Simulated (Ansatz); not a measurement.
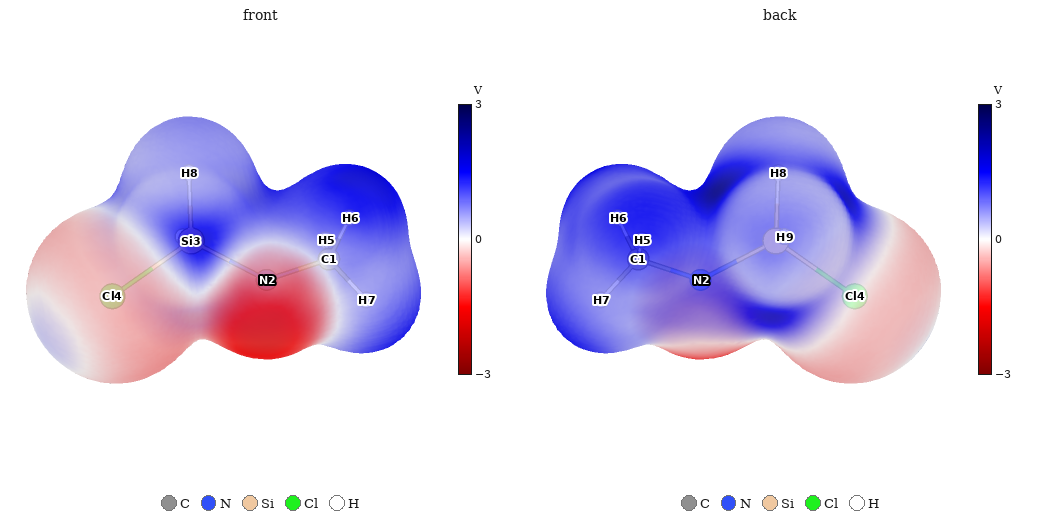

Figure. CH5ClNSi (SMILES C[N][SiH2]Cl) (doublet). The electrostatic potential painted on the density surface at 0.004 e/bohr³, seen from the front and from behind; the colour scale runs from red (negative) to blue (positive).

Geometry: PBE0-D4/def2-TZVP.

These are results of UKS PBE0-D4/def2-TZVPP in Ansatz, not measurements.

Input file:

```
crystal:
  periodic: [false, false, false]
  atoms:
    - {symbol: C, position_ang: [0.493751, 1.341524, 0.140487]}
    - {symbol: N, position_ang: [0.628773, -0.021010, 0.521769]}
    - {symbol: Si, position_ang: [-0.415641, -1.237400, -0.129180]}
    - {symbol: Cl, position_ang: [0.319507, -3.082479, 0.354521]}
    - {symbol: H, position_ang: [0.134306, 1.514180, -0.884288]}
    - {symbol: H, position_ang: [-0.244689, 1.810035, 0.812691]}
    - {symbol: H, position_ang: [1.430930, 1.885366, 0.295301]}
    - {symbol: H, position_ang: [-1.762412, -1.101425, 0.482250]}
    - {symbol: H, position_ang: [-0.495926, -1.155191, -1.610651]}
basis:
  gaussian: {orbitals: def2-TZVPP}
magnetization: {spin_polarized: true, initial_magnetization: 1}
hamiltonian: {xc: pbe0, dispersion: d4}
output: {orbitals: {seedname: orbitals}}
```

Command:

```sh
ansatz run in.yaml --threads 2 --pin off --events-out ev --progress --plain --max-ram 20480MiB --backend cpu
```

> Describe the electrostatic potential map.

The most negative region (about −1.7 V) lies over N2, the most positive (about +2.2 V) over Si3. Cl4 shows a σ-hole: about +0.3 V at the tip opposite its bond, against about −0.4 V on its flanks. N2 is the likeliest acceptor of a hydrogen bond.
